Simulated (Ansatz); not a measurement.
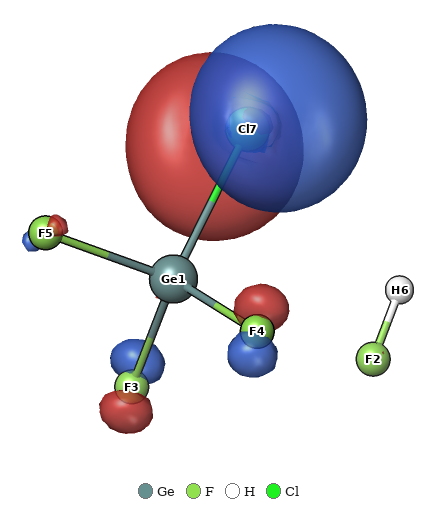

Figure 1: ClF3Ge···HF. The HOMO−1 at ±0.15 Å⁻³ᐟ² (blue and red are the two phases), seen at a tilt.

These are results of RKS B3LYP-D4/def2-SVP (Ansatz 0.2.0), not measurements.

```yaml
atoms:
  - { symbol: Ge, position_ang: [-0.1493, 0.7654, -0.0306] }
  - { symbol: F, position_ang: [-0.2363, -1.9322, -0.1156] }
  - { symbol: F, position_ang: [-0.5237, 0.3580, -1.6478] }
  - { symbol: F, position_ang: [-1.3776, 0.3001, 1.0631] }
  - { symbol: F, position_ang: [-0.1505, 2.4816, 0.0056] }
  - { symbol: H, position_ang: [0.6341, -2.1179, 0.1542] }
  - { symbol: Cl, position_ang: [1.8034, 0.1448, 0.5711] }
```

Q: Describe this orbital and give its energy.

A: By Hirshfeld shares it lies mainly on Cl7 (about 90 %); largely a lone pair of Cl7. Its energy is −10.13 eV.
